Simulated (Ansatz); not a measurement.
A series of calculations on C2H3S

### Relaxation

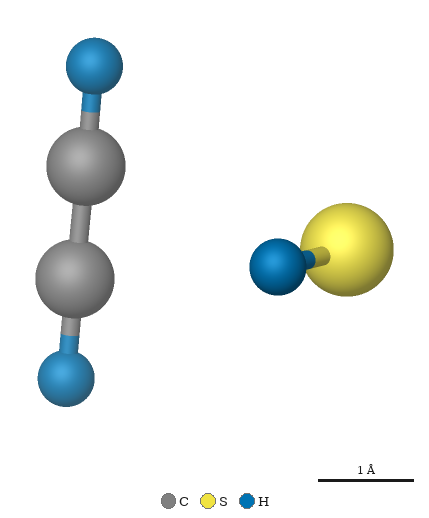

Starting structure of C$_{2}$H$_{3}$S (multiplicity 2). A ball-and-stick model, seen at a tilt.

The run prepares an end point of a later path (reaction) calculation, from a guessed geometry.

Method: UKS PBE0-D4/cc-pVDZ in Ansatz 0.2.0.

The input:
```yaml
crystal:
  periodic: [false, false, false]
  atoms:
    - { symbol: C, position_ang: [-1.160616, 0.146931, 0.18699] }
    - { symbol: C, position_ang: [-0.440738, 0.989033, -0.306134] }
    - { symbol: S, position_ang: [1.468425, -1.36118, -0.501048] }
    - { symbol: H, position_ang: [-1.794249, -0.605717, 0.614841] }
    - { symbol: H, position_ang: [0.181664, 1.744483, -0.74539] }
    - { symbol: H, position_ang: [1.745613, -0.91355, 0.75074] }
magnetization:
  spin_polarized: true
  initial_magnetization: 1
basis:
  gaussian: { orbitals: cc-pVDZ }
hamiltonian:
  xc: pbe0
  dispersion: d4
relax:
  f_tol: 0.03
  max_steps: 50
```

Command:
```bash
ansatz run input.yaml --threads 2 --pin off --max-ram 3072MiB --backend cpu --events-out ev --progress --plain --runs-dir out
```

### Where does the relaxation end?

After 3 accepted moves (4 points after the start) the energy has fallen by 0.31 kJ/mol. The largest force component goes from 0.055 to 0.017 eV/Å. The line search rejected the trial step at point 2 of the run. The largest move after the best rigid fit is that of S3, 0.090 Å. Largest moves by element: S 0.090 Å, H 0.055 Å, C 0.036 Å. Cost: 5 s on 2 threads of Intel(R) Xeon(R) 6975P-C (Granite Rapids), with other jobs on the host, peak memory 0.15 GiB.

Final geometry:

```xyz
6

C    -1.1287    0.1330    0.1787
C    -0.4300    0.9927   -0.3160
S     1.3880   -1.3246   -0.4832
H    -1.7460   -0.6319    0.6099
H     0.1749    1.7624   -0.7559
H     1.7418   -0.9315    0.7666
```

The end point in the same view:

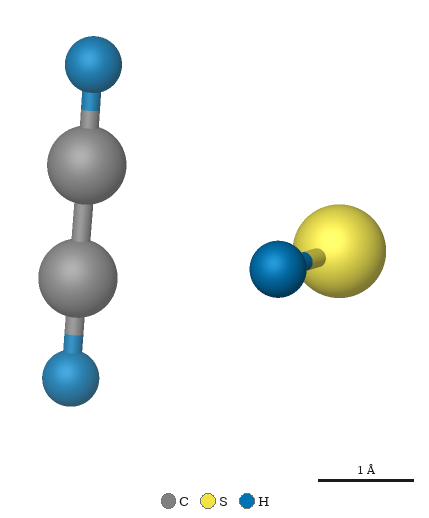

Limits of the set-up: the start holds two separate molecules, 3.0 Å apart at their closest, whose relative position is a soft coordinate.

### Relaxation

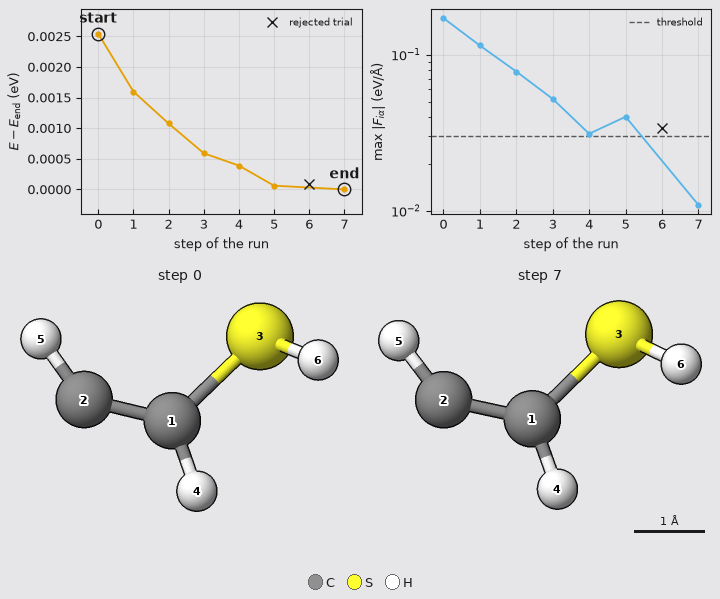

First and last geometry of a relaxation of C₂H₃S (multiplicity 2), with the history of the run. The picture is a ball-and-stick view, seen face on.

The run prepares an end point of a later path (reaction) calculation, from a guessed geometry.

Level of theory: UKS PBE0-D4/cc-pVDZ in Ansatz 0.2.0. Settings: collinear spin; force threshold 0.03 eV/Å; at most 50 steps.

Question: What do the curves and the structures tell?

Answer: It converged. H6 moves most after the best rigid fit: 0.085 Å. Largest moves by element: H 0.085 Å, S 0.056 Å, C 0.030 Å. Near-neighbour distances that change, for instance: C1–S3 1.804 → 1.791 Å. Over 6 accepted moves (7 points after the start) the energy falls by 0.003 eV. Largest force component: 0.17 eV/Å at the start, 0.011 eV/Å at the end. The line search rejected the trial step at point 6 of the run.

### Path

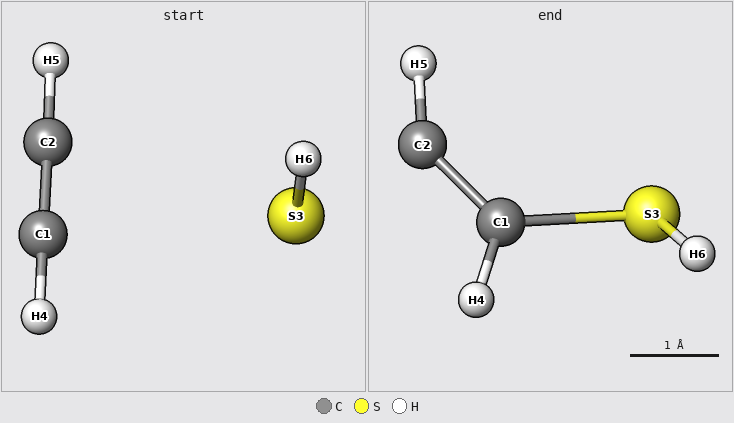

The two relaxed end points of a path for C₂H₃S (multiplicity 2), made up at the start of C$_{2}$H$_{2}$ and HS. Style: ball-and-stick. Shown at a tilt.

Level of theory: UKS PBE0-D4/cc-pVDZ in Ansatz 0.2.0.

Run with 7 movable images; climbing image; force threshold 0.05 eV/Å; iteration limit 60.

Start:
```xyz
6

C    -1.1287    0.1332    0.1784
C    -0.4298    0.9927   -0.3163
S     1.3880   -1.3249   -0.4826
H    -1.7462   -0.6316    0.6095
H     0.1754    1.7623   -0.7562
H     1.7414   -0.9317    0.7672
```

End:
```xyz
6

C    -0.4033   -0.0489    0.0748
C    -0.6562    1.1562   -0.3803
S     1.1246   -0.9092   -0.2915
H    -1.1476   -0.6175    0.6438
H    -0.1653    1.9343   -0.9623
H     1.2480   -1.5149    0.9156
```

Q: What barrier does the band find between them, and by what path?

A: The energy climbs by 0.04 eV to image 3 and then falls by 0.79 eV, so the end point sits at −0.74 eV. Forming: C1–S3 (2.98 → 2.45 at the top → 1.79 Å). The band is converged. At the top, the vibrational analysis gives one imaginary mode (277i cm⁻¹), as a transition state must have.

Energies of the converged images:

```
image  path (Å)  E (eV)
    0      0.00   0.000
    1      0.23   0.001
    2      0.45   0.011
    3      0.68   0.043
    4      0.96  -0.309
    5      1.24  -0.706
    6      1.52  -0.725
    7      1.80  -0.738
    8      2.08  -0.744
```

The geometry at the top of the path:

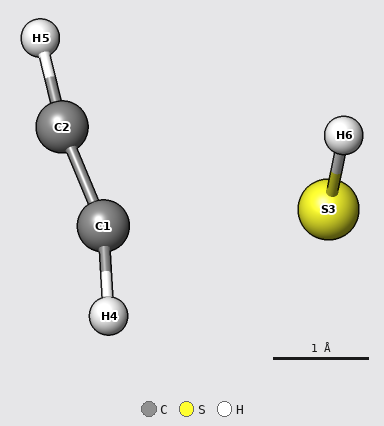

Limits of the set-up: the start holds two separate molecules, 3.0 Å apart at their closest, whose relative position is a soft coordinate.

Cost: 64 s on 2 threads of Intel(R) Xeon(R) 6975P-C (Granite Rapids), with other jobs on the host, peak memory 0.15 GiB.
